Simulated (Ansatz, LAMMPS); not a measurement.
# Structural relaxation of amorphous 75SiO2-25TiO2 (mol %) (96 atoms)

Wanted: the relaxed structure of amorphous 75SiO2-25TiO2 (mol %) (96 atoms) and its electronic structure.

Method: Kohn-Sham DFT, PBE, PAW (set soft_2), plane waves, in Ansatz 0.2.0.

## Step 1: Set-up

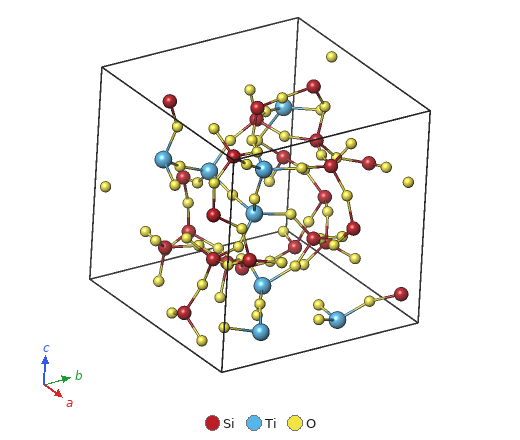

Start, viewed from a free direction; silicon red, titanium blue, oxygen yellow. Bonds to atoms that aren't drawn are left out. Some periodic images of atoms are drawn too.

The cell holds 96 atoms: 24 Si, 8 Ti and 64 O. Cell: a = 11.153 Å, b = 11.153 Å, c = 11.153 Å, α = 90.0°, β = 90.0°, γ = 90.0°. 96 atoms (24 Si, 8 Ti, 64 O) placed at random at 2.49 g/cm³, melted at 5000 K for 10 ps at fixed volume with the Morse and Coulomb pair potential with partial charges (Pedone, Malavasi, Menziani, Cormack and Segre, J. Phys. Chem. B 110, 11780 (2006)). Quenched from 5000 K to 300 K at 50 K/ps and fixed volume, held 5 ps, then minimised at fixed cell.

What the set-up can't give: The quench rate of 50 K/ps is many orders above laboratory rates, so the cell is likely richer in defects and strain than a real sample. The starting topology of bonds comes from the classical model. Only the Γ point is sampled in the main run, in a cell whose shortest periodic width is 11 Å.

## Step 2: How the cell was made

A classical potential supplies the starting structure, since it reaches far longer times than DFT.

This step: classical MD, Morse and Coulomb pair potential with partial charges (Pedone, Malavasi, Menziani, Cormack and Segre, J. Phys. Chem. B 110, 11780 (2006)) (LAMMPS 22 Jul 2025 - Update 4).

File in.lmp:

```
# melt-quench of Si24Ti8O64
units metal
atom_style charge
boundary p p p
region box block 0 11.1529 0 11.1529 0 11.1529
create_box 3 box
mass 1 28.0850   # Si
mass 2 47.8670   # Ti
mass 3 15.9990   # O
create_atoms 1 random 24 40194 NULL overlap 1.5 maxtry 2000
create_atoms 2 random 8 40201 NULL overlap 1.5 maxtry 2000
create_atoms 3 random 64 40208 NULL overlap 1.5 maxtry 2000
pair_style hybrid/overlay pedone 5.5 coul/long 8.0
pair_coeff * * coul/long
pair_coeff 1 3 pedone 0.340554 2.006700 2.100000 1   # Si-O
pair_coeff 2 3 pedone 0.024235 2.254703 2.708943 1   # Ti-O
pair_coeff 3 3 pedone 0.042395 1.379316 3.618701 22   # O-O
set type 1 charge 2.4
set type 2 charge 2.4
set type 3 charge -1.2
kspace_style pppm 1.0e-4
neigh_modify delay 0 every 1 check yes
thermo_style custom step time temp pe press density
thermo_modify norm yes
timestep 0.002
thermo 100
min_style cg
minimize 1e-4 1e-4 200 2000
reset_timestep 0
velocity all create 5000 40195 mom yes dist gaussian
fix lim all nve/limit 0.05
fix lan all langevin 5000 5000 0.2 40196 zero yes
thermo 500
run 1000 post no
# [... 10 lines left out ...]
thermo 1250
fix md all nvt temp 300 300 0.2
run 2500 post no
unfix md
thermo 100
min_style cg
minimize 0 1e-3 2000 20000
write_dump all custom glass.dump id type xs ys zs modify sort id
```

On the command line:

```sh
$ lmp -in in.lmp -log none -nocite
```

Numbers of over 12 decimals in the logs are rounded to 6 here.

Log:

```text
LAMMPS (22 Jul 2025 - Update 4)
Created orthogonal box = (0 0 0) to (11.1529 11.1529 11.1529)
Created 24 atoms
Created 8 atoms
Created 64 atoms
PPPM initialization ...
  G vector (1/distance) = 0.38019813
  grid = 12 12 12
  estimated relative force accuracy = 7.2419256e-05
   Step          Time           Temp          PotEng         Press         Density
         0   0              0             -3.8669548      544585.08      2.4908028
        83   0.166          0             -16.959602     -48905.307      2.4908028
Loop time of 0.0504452 s on 1 MPI rank(s) for 83 steps with 96 atoms
Minimization stats:
  Stopping criterion = energy tolerance
  Energy initial, next-to-last, final =
     -3.86695482551553  -16.9582699304884  -16.9596016763807
  Force two-norm initial, final = 310.95178 2.1934252
  Iterations, force evaluations = 83 110
   Step          Time           Temp          PotEng         Press         Density
[... 12 lines left out ...]
[... 1 line left out ...]
Loop time of 2.20422 s on 1 MPI rank(s) for 5000 steps with 96 atoms
   Step          Time           Temp          PotEng         Press         Density
[... 12 lines left out ...]
Loop time of 18.1672 s on 1 MPI rank(s) for 47000 steps with 96 atoms
   Step          Time           Temp          PotEng         Press         Density
[... 2 lines left out ...]
     55000   110            288.8738      -17.151445      17858.902      2.4908028
     55500   111            270.87098     -17.150217      15708.909      2.4908028
Loop time of 0.872508 s on 1 MPI rank(s) for 2500 steps with 96 atoms
   Step          Time           Temp          PotEng         Press         Density
     55500   111            270.87098     -17.150217      15708.909      2.4908028
     55517   111.034        270.87098     -17.187956      8300.7583      2.4908028
Loop time of 0.0284286 s on 1 MPI rank(s) for 17 steps with 96 atoms
Minimization stats:
  Stopping criterion = linesearch alpha is zero
  Energy initial, next-to-last, final =
     -17.1502166224876  -17.1879562006059  -17.1879562006059
  Force two-norm initial, final = 13.775612 0.49105057
  Iterations, force evaluations = 17 67
```

Run time: 22 s. Hardware: 1 thread of Intel Xeon Platinum 8488C (Sapphire Rapids), shared host; peak memory 0.071 GiB.

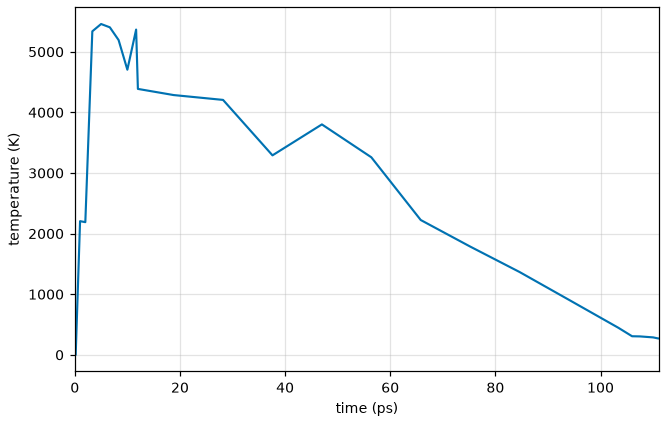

Temperature, plotted against time.

## Step 3: Single point at the start

The forces at the start show how far the geometry lies from a minimum of this functional.

File input.yaml:

```yaml
crystal:
  lattice:
    - [11.1529, 0.0, 0.0]
    - [0.0, 11.1529, 0.0]
    - [0.0, 0.0, 11.1529]
  atoms:
    - { symbol: Si, position: [0.53936, 0.82795, 0.21711] }
    - { symbol: Si, position: [0.96825, 0.92693, 0.13823] }
    - { symbol: Si, position: [0.31831, 0.96411, 0.30245] }
    - { symbol: Si, position: [0.80159, 0.64462, 0.73514] }
    - { symbol: Si, position: [0.7077, 0.64223, 0.35182] }
    - { symbol: Si, position: [0.07165, 0.91463, 0.3934] }
    - { symbol: Si, position: [0.35309, 0.11093, 0.96772] }
    - { symbol: Si, position: [0.60999, 0.06557, 0.09389] }
    - { symbol: Si, position: [0.00849, 0.49124, 0.11332] }
    - { symbol: Si, position: [0.6687, 0.15751, 0.35182] }
    - { symbol: Si, position: [0.58547, 0.99272, 0.57224] }
    - { symbol: Si, position: [0.22141, 0.89357, 0.03974] }
    - { symbol: Si, position: [0.92918, 0.16175, 0.45996] }
    - { symbol: Si, position: [0.27994, 0.6163, 0.73207] }
    - { symbol: Si, position: [0.03571, 0.42808, 0.39551] }
    - { symbol: Si, position: [0.80979, 0.13228, 0.90387] }
    - { symbol: Si, position: [0.2421, 0.20828, 0.20754] }
    - { symbol: Si, position: [0.23989, 0.61364, 0.01353] }
    - { symbol: Si, position: [0.53874, 0.71774, 0.97733] }
    - { symbol: Si, position: [0.53472, 0.43644, 0.94048] }
    - { symbol: Si, position: [0.393, 0.42722, 0.15068] }
    - { symbol: Si, position: [0.93952, 0.68113, 0.49233] }
    - { symbol: Si, position: [0.53208, 0.75363, 0.71169] }
    - { symbol: Si, position: [0.85758, 0.01281, 0.6753] }
    - { symbol: Ti, position: [0.6949, 0.40127, 0.18035] }
    - { symbol: Ti, position: [0.70966, 0.3644, 0.74388] }
    - { symbol: Ti, position: [0.28468, 0.3841, 0.54354] }
    - { symbol: Ti, position: [0.33122, 0.1103, 0.68401] }
    - { symbol: Ti, position: [0.58961, 0.41296, 0.47172] }
    - { symbol: Ti, position: [0.96145, 0.21781, 0.1219] }
    - { symbol: Ti, position: [0.12025, 0.8652, 0.66137] }
    - { symbol: Ti, position: [0.83425, 0.69981, 0.01068] }
    - { symbol: O, position: [0.51894, 0.79583, 0.85604] }
    - { symbol: O, position: [0.11105, 0.57609, 0.06009] }
    - { symbol: O, position: [0.641, 0.56521, 0.45611] }
    - { symbol: O, position: [0.67699, 0.71027, 0.01067] }
    - { symbol: O, position: [0.76054, 0.23807, 0.81959] }
    - { symbol: O, position: [0.10172, 0.20173, 0.22267] }
    - { symbol: O, position: [0.26545, 0.58345, 0.87284] }
    - { symbol: O, position: [0.23855, 0.75687, 0.01262] }
    - { symbol: O, position: [0.35018, 0.1596, 0.83579] }
    - { symbol: O, position: [0.83266, 0.02447, 0.8136] }
    - { symbol: O, position: [0.67322, 0.35051, 0.59214] }
    - { symbol: O, position: [0.4138, 0.67115, 0.69914] }
    - { symbol: O, position: [0.01962, 0.47186, 0.2587] }
    - { symbol: O, position: [0.96959, 0.29976, 0.434] }
    - { symbol: O, position: [0.01705, 0.04216, 0.43373] }
    - { symbol: O, position: [0.72633, 0.98377, 0.61694] }
    - { symbol: O, position: [0.48224, 0.09261, 0.03092] }
    - { symbol: O, position: [0.80582, 0.13906, 0.38905] }
    - { symbol: O, position: [0.32479, 0.5467, 0.11133] }
    - { symbol: O, position: [0.79057, 0.50211, 0.75387] }
    - { symbol: O, position: [0.64285, 0.30244, 0.36495] }
    - { symbol: O, position: [0.92781, 0.17008, 0.96798] }
    - { symbol: O, position: [0.47882, 0.76105, 0.10138] }
    - { symbol: O, position: [0.25917, 0.50164, 0.65099] }
    - { symbol: O, position: [0.17106, 0.40686, 0.4346] }
    - { symbol: O, position: [0.73844, 0.53402, 0.26156] }
    - { symbol: O, position: [0.88214, 0.67944, 0.62238] }
    - { symbol: O, position: [0.08128, 0.9284, 0.04455] }
    - { symbol: O, position: [0.48249, 0.07051, 0.63897] }
    - { symbol: O, position: [0.21629, 0.92322, 0.39728] }
    - { symbol: O, position: [0.43466, 0.40424, 0.49324] }
    - { symbol: O, position: [0.82376, 0.30208, 0.17443] }
    - { symbol: O, position: [0.62231, 0.73968, 0.2918] }
    - { symbol: O, position: [0.53846, 0.85663, 0.60928] }
    - { symbol: O, position: [0.43074, 0.37272, 0.01581] }
    - { symbol: O, position: [0.18543, 0.72764, 0.70174] }
    - { symbol: O, position: [0.02695, 0.3614, 0.06454] }
    - { symbol: O, position: [0.29582, 0.97471, 0.95084] }
    - { symbol: O, position: [0.92054, 0.05615, 0.16367] }
    - { symbol: O, position: [0.60976, 0.93233, 0.14739] }
    - { symbol: O, position: [0.88251, 0.82634, 0.09087] }
    - { symbol: O, position: [0.30872, 0.33448, 0.21697] }
    - { symbol: O, position: [0.2787, 0.23473, 0.59975] }
    - { symbol: O, position: [0.89869, 0.13414, 0.6015] }
    - { symbol: O, position: [0.22776, 0.9831, 0.66824] }
    - { symbol: O, position: [0.66281, 0.6901, 0.71576] }
    [... 12 atom lines left out ...]
    - { symbol: O, position: [0.70913, 0.09468, 0.99913] }
    - { symbol: O, position: [0.52195, 0.4421, 0.21032] }
    - { symbol: O, position: [0.85948, 0.70171, 0.85291] }
    - { symbol: O, position: [0.26878, 0.16647, 0.06973] }
    - { symbol: O, position: [0.26742, 0.9242, 0.17288] }
    - { symbol: O, position: [0.62484, 0.14079, 0.21607] }
kpoints:
  mp_grid: { grid: [1, 1, 1] }
hamiltonian:
  xc: pbe
scf:
  occupations: { method: fermi_dirac, width: 0.025 }
output:
  forces: true
```

On the command line:

```sh
$ ansatz run input.yaml --threads 4 --pin off --max-ram 8192MiB --backend cpu --events-out ev --progress --plain --runs-dir out
```

Log:

```text
Engine: ansatz 0.2.0, x86_64-unknown-linux-gnu
Pseudopotentials: kind: paw
Pseudopotential: Si, paw, valence charge 4, recommended cutoff 420 eV (normal), Si.paw.azcp
Pseudopotential: Ti, paw, valence charge 12, recommended cutoff 420 eV (normal), Ti.paw.azcp
Pseudopotential: O, paw, valence charge 6, recommended cutoff 420 eV (normal), O.paw.azcp
[... 5 lines on functional and potentials left out ...]
Crystal: 96 atoms, lattice volume = 1387.278 Å³
Basis set: ecut = 420 eV, 27201 PW (Γ), exchange–correlation on 150×150×150 points (8 copies of the dense FFT grid, shifted against one another)
Bands: 384, of which v1, the nominal top of the filled ones, is band 288 counted from 1 (287 counted from 0)
Symmetry: 1 space group operations
Space group: P1 (ITA 1), of the structure as read, at distance tolerance 1.1e-4 Å
k-points: 1
[... 7 lines on functional and potentials left out ...]
Initial density: superposition of atomic densities (neutral atoms: chi_scale 0, normalization atom), corrected by the library's trained network
Initial wavefunctions: pseudopotential atomic-orbital guess
Functional: x = pbe(κ = 0.804, μ = 0.219515), c = pbe(β = 0.066725)
SCF iter   1: F=—  HF=-71673.273882 eV  |F-HF|=—  |Δ(HF+E_count)|=         —  Δρ=4.00e-3  dr2=4.28e-1  ethr=1.77e-3  ⟨swp⟩=5.0  Hψ=1546  notcnv=0  defer=62
preconditioner: auto → Resta (q_TF=auto, 2.357 Å⁻¹)  ε∞=3.6  [insulator: Δε(μ)=2.111 eV  Ē_g=13.944 eV  σ=0.025 eV  W_gap=1.00  n_scr=304 (ndim 8)  ℏωp=22.6 eV  f_vac=0.217  D(μ)=0.00/eV (n_scr^D=0)  ε∞_Penn≈3.6]
SCF iter   2: F=—  HF=-71673.223113 eV  |F-HF|=—  |Δ(HF+E_count)|=   5.08e-2  Δρ=2.59e-3  dr2=1.26e-1  ethr=7.43e-5  ⟨swp⟩=3.0  Hψ=739  notcnv=0  defer=91
SCF iter   3: F=—  HF=-71673.208588 eV  |F-HF|=—  |Δ(HF+E_count)|=   1.45e-2  Δρ=1.63e-3  dr2=6.52e-2  ethr=2.18e-5  ⟨swp⟩=3.0  Hψ=589  notcnv=0  defer=40
automatic band count: iteration 3 solves 333 bands in place of 384: the levels show a gap, and the empty bands left out lie too high to hold charge; the band table lists the bands solved (type scf.n_extra_bands for more)
SCF iter   4: F=—  HF=-71673.196847 eV  |F-HF|=—  |Δ(HF+E_count)|=   1.17e-2  Δρ=6.45e-4  dr2=1.04e-2  ethr=1.13e-5  ⟨swp⟩=2.0  Hψ=586  notcnv=0  defer=40
SCF iter   5: F=—  HF=-71673.194691 eV  |F-HF|=—  |Δ(HF+E_count)|=   2.16e-3  Δρ=3.49e-4  dr2=2.29e-3  ethr=1.81e-6  ⟨swp⟩=2.0  Hψ=586  notcnv=0  defer=40
SCF iter   6: F=—  HF=-71673.194320 eV  |F-HF|=—  |Δ(HF+E_count)|=   3.70e-4  Δρ=1.73e-4  dr2=5.07e-4  ethr=3.97e-7  ⟨swp⟩=2.0  Hψ=574  notcnv=0  defer=40
SCF iter   7: F=—  HF=-71673.194348 eV  |F-HF|=—  |Δ(HF+E_count)|=   2.78e-5  Δρ=8.34e-5  dr2=1.07e-4  ethr=8.80e-8  ⟨swp⟩=2.0  Hψ=574  notcnv=0  defer=40
SCF iter   8: F=—  HF=-71673.194335 eV  |F-HF|=—  |Δ(HF+E_count)|=   1.29e-5  Δρ=3.55e-5  dr2=1.95e-5  ethr=1.85e-8  ⟨swp⟩=2.0  Hψ=552  notcnv=0  defer=40
SCF iter   9: F=—  HF=-71673.191613 eV  |F-HF|=—  |Δ(HF+E_count)|=   2.72e-3  Δρ=1.81e-5  dr2=4.95e-6  ethr=3.38e-9  ⟨swp⟩=2.0  Hψ=618  notcnv=0  defer=40
SCF iter  10: F=—  HF=-71673.191614 eV  |F-HF|=—  |Δ(HF+E_count)|=   1.12e-6  Δρ=8.89e-6  dr2=1.19e-6  ethr=8.59e-10  ⟨swp⟩=2.0  Hψ=561  notcnv=0  defer=40
SCF iter  11: F=—  HF=-71673.191614 eV  |F-HF|=—  |Δ(HF+E_count)|=   8.71e-8  Δρ=4.85e-6  dr2=3.90e-7  ethr=2.07e-10  ⟨swp⟩=2.0  Hψ=577  notcnv=0  defer=40
SCF iter  12: F=-71673.191614 eV  HF=-71673.191614 eV  |F-HF|=1.66e-8  |Δ(HF+E_count)|=   1.22e-8  Δρ=1.90e-6  dr2=6.03e-8  ethr=1.74e-11  ⟨swp⟩=2.0  Hψ=1201  notcnv=0
SCF 1 converged in 12 iterations: F = -71673.191614 eV  dr2 = 6.03e-8
  greatest PAW one-centre occupation: 0.999 electrons in one spin orbital (limit 2), on the Ti atom at site 31 (counted from 0), in its partial waves of l = 0
SCF converged after 12 iterations
Free energy (F): -71673.191614 eV
Harris-Foulkes:  -71673.191614 eV  (|F-HF|=1.66e-8)
Internal energy: -71673.191614 eV  (E = F + TS)
E sigma→0 (E₀):  -71673.191614 eV
Fermi energy:    3.666846 eV
--- Per-component energies (eV) ---
  E_band       = -4569.900321
  E_kinetic    = 14679.754054
  E_local      = -50822.254011  (includes V_loc(G=0)·N_el)
  E_nonlocal   = 3687.297352
  E_hartree    = 19913.757188
  E_xc         = -6870.814419
  E_vxc        = -8181.767279  (∫ρ·V_xc dr)
  E_paw        = -30851.913795  (= ΣΔE_a)
  E_vpaw       = -3760.608416  (= ΣTr[D̂ρ^β])
  E_aug_tail   = 0.164394  (compensation charges beyond the density's cutoff)
  E_ewald      = -21409.182376
  E_smearing   = -0.000000  (= −TS)
  E_closure    = 0.000000  (closes the sum)
  Σ components = -71673.191614   (vs F -71673.191614, Δ=0.00e0)
--- Forces (eV/Å), atoms counted from 1 ---
  atom   1  Si    -0.66078341     0.70255389    -1.50916618
  atom   2  Si     2.46190269     0.68813994     0.47915599
  atom   3  Si    -1.70370227     0.47030048    -2.83276391
  atom   4  Si    -1.80249709    -0.17893237     0.24563814
  atom   5  Si     0.17758611    -1.20986024     0.15039041
  atom   6  Si    -0.20557635     0.75835867    -0.55774176
  atom   7  Si    -0.30554422    -1.95628272     3.01291546
  atom   8  Si    -1.43655251    -0.36725231     0.29940949
  atom   9  Si     0.51202671    -0.04431876     0.61842295
  atom  10  Si    -0.09434029    -0.10916450     0.64182522
  atom  11  Si     1.35289427    -0.03899842     0.23239975
  atom  12  Si    -0.61771294     1.13991131     2.15866591
  atom  13  Si    -0.04772521    -1.10997957     0.39499072
  atom  14  Si     1.35239091     1.17103977     1.14121694
[...]
atom  95  O      0.11257798    -0.52476783     0.33064679
  atom  96  O      0.10804633     0.80489337     0.19422249
  max |Σ_I F_I| component: 9.79e-5 eV/Å
```

Run time: 12 s. Hardware: 4 threads of Intel Xeon Platinum 8488C (Sapphire Rapids), shared host; peak memory 1.8 GiB.

The run gave:

```yaml
free_energy: -71673.1916 eV
free_energy_per_atom: -746.5957 eV/atom
scf_cycles: 12
r_m_s_force_component: 0.8325 eV/Å
longest_force: 3.605 eV/Å
fermi_energy: 3.667 eV
```

The r.m.s. force component of 0.83 eV/Å sets the starting point.

Neighbours are counted within 2.08 Å (O-Si), 2.64 Å (O-Ti).

Length of the force by element and coordination:

```
element  coordination  atoms  mean length of the force (eV/Å)  spread  least   most
      O           all     64                             1.13   0.436  0.344   2.49
      O             2     62                             1.14   0.437  0.344   2.49
      O             3      2                            0.744  0.0382  0.706  0.782
     Si           all     24                             1.79   0.861  0.538   3.61
     Ti           all      8                             1.14   0.354  0.605   1.58
     Ti             4      6                             1.14   0.362  0.605   1.58
     Ti             5      2                             1.14   0.330  0.805   1.46
```

(Part 1 of 4 ends here.)

[Logs are printed without paths, hosts, clocks, repeated set-up lines and the standing remarks that a program may print on its own settings, such as how far it seeks lower states.]

[Hosts, paths, dates, database ids (printed as entryN), source tags and the programs' standing remarks are cut or masked in the printed files.]
